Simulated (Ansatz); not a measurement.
## Fields on a plane of WSe2 (2H-MoS2 type, space group P6_3/mmc)

```yaml
crystal:
  lattice:
    - [3.23045, 0.00000, 0.00000]
    - [-1.61522, 2.79765, 0.00000]
    - [0.00000, 0.00000, 12.41060]
  atoms:
    - { symbol: W, position: [0.33333, 0.66667, 0.25000] }
    - { symbol: W, position: [0.66667, 0.33333, 0.75000] }
    - { symbol: Se, position: [0.33333, 0.66667, 0.61454] }
    - { symbol: Se, position: [0.66667, 0.33333, 0.11454] }
    - { symbol: Se, position: [0.66667, 0.33333, 0.38546] }
    - { symbol: Se, position: [0.33333, 0.66667, 0.88546] }
```

The slice is a (0001) plane (indices of the conventional cell) through the point (0.667, 0.333, 0.750) (fractional), spanned by u = [110] and v = [1 -1 0] in vectors of this cell: u (3.23 Å) and v (5.60 Å, at 90° to u). It covers one period; positions are fractions (u, v).

Atoms on it: W at (0.00, 0.00); W at (0.50, 0.50).

Level of theory: PBEsol-D3(BJ) (plane waves to 420 eV, PAW, scalar-relativistic; Ansatz, a quantum-chemistry and plane-wave program). k mesh 12×12×3. These are valence fields of a PAW run, semicore shells included where kept as valence: close to a nucleus they are smooth pseudo fields. Spin-orbit coupling is left out, though W is heavy. The PAW data are Ansatz's earlier set. WSe2 is run without spin polarisation. WSe2 was relaxed with its symmetry unable to fall.

```
|xxxx@@++..--++--..++@@xx|
|@@@@##::..==++==..::##@@|
|++==::..--++**++--..::==|
|    ..::++++++++++::..  |
|    ::--==------==--::  |
|    ..................  |
|        ::++**++::      |
|..    ..##@@@@@@##..    |
|::..  ==@@xxxxxx@@==  ..|
|--::..**@@xxxxxx@@**..::|
|++--..++@@xxxxxx@@++..--|
|++==..::##@@@@@@##::..==|
|**++--..::==++==::..--++|
|++++++::..      ..::++++|
|----==--::      ::--==--|
|..........      ........|
|**++::              ::++|
|@@@@##..    ..    ..##@@|
|xxxx@@==  ..::..  ==@@xx|
|xxxx@@**..::--::..**@@xx|
```
Scale: ten equal steps from 0.15 (start of ' ') to 0.72 (end of '@'), in the order ' .:-=+*#%@'. Values: electron localisation function (ELF). The map has 12 points along u (two characters each, u = 0 at the left) and 20 along v (v = 0 in the bottom row). Points within 0.5 Å of a nucleus are blanked (x), as the pseudised field means little there.

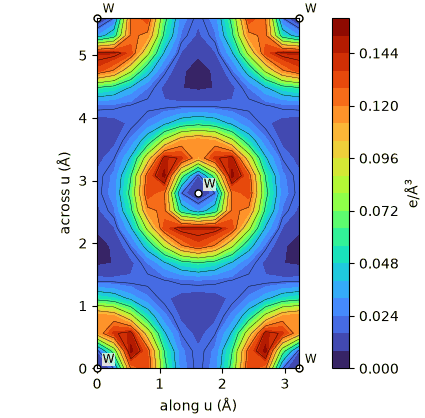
*Density of the lowest conduction band (whole band as if filled, smooth part) in e/Å³, one period of the plane, atoms marked. *
